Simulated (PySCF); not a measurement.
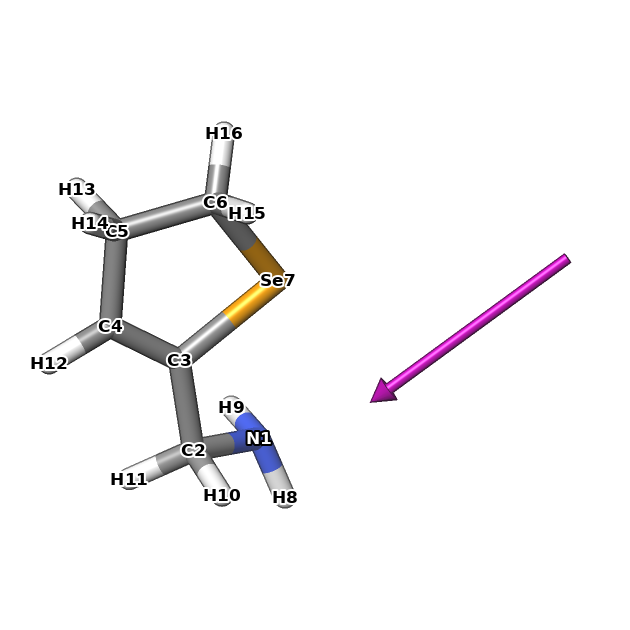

The arrow beside the molecule shows the direction of the dipole moment, from the negative to the positive end (its length means nothing). The geometry was computed by an optimisation with GFN2-xTB. No frequency run is at hand to confirm it as a minimum. Properties computed with PBE0/def2-SVPD, gas phase (PySCF 2.14.0).

Q: How large is the dipole moment?

A: 2.06 D; it points from the side of H16 to the side of H11 (the outermost atoms at the two ends).

The geometry is semi-empirical. Around Se such bond lengths and angles can be off by a tenth of an ångström or more and by several degrees, and values that hang on the shape move with them.
